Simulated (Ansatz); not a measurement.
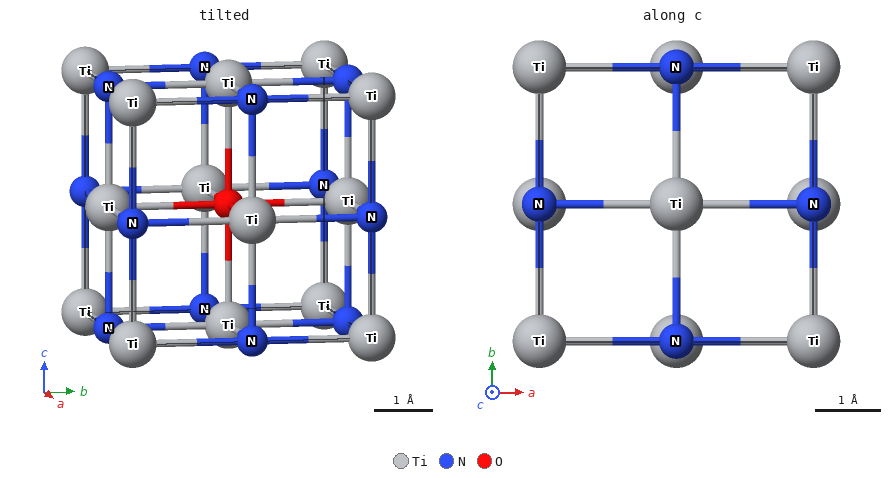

An orthographic ball-and-stick view of the structure, slightly off an axis and along the c axis. The outline marks the conventional unit cell.

Ti4N3O, space group Pm-3m (No. 221), a = 4.255 Å, b = 4.255 Å, c = 4.255 Å, α = 90.00°, β = 90.00°, γ = 90.00°. The model was built from a structure type filled with these elements by a generator (whether the compound takes this form wasn't checked). Earlier steps of the study, as a rule a relaxation of our own, may have changed the cell and positions, so they can lie some per cent off the listed ones. Ansatz was used for an electronic-structure calculation on it.

This one geometry was computed with Ansatz (DFT, plane waves, PAW) at three levels of theory: PBE+U (U_eff = 4.00 eV on Ti d), PBE and r2SCAN.

> Which level gives the highest pressure at this volume, and what does that say about its equilibrium volume?

Highest: PBE+U (U_eff = 4.00 eV on Ti d) (6.1 GPa), which points to the largest equilibrium volume. Lowest, with the smallest volume: r2SCAN (-3.2 GPa). Levels within 0.5 GPa of each other can't be told apart.

> How does the band gap change with the level of theory?

All levels give a metal.

> Collect the results in a table.

| level | cutoff (eV) | k-mesh of the run's cell | gap (eV) | pressure (GPa) |
| --- | --- | --- | --- | --- |
| PBE+U (U_eff = 4.00 eV on Ti d) | 420 | 10×10×10 | metal | 6.1 |
| PBE | 420 | 10×10×10 | metal | 0.0 |
| r2SCAN | 500 | 10×10×10 | metal | -3.2 |

Gaps are taken on the k-mesh or band path of each run.
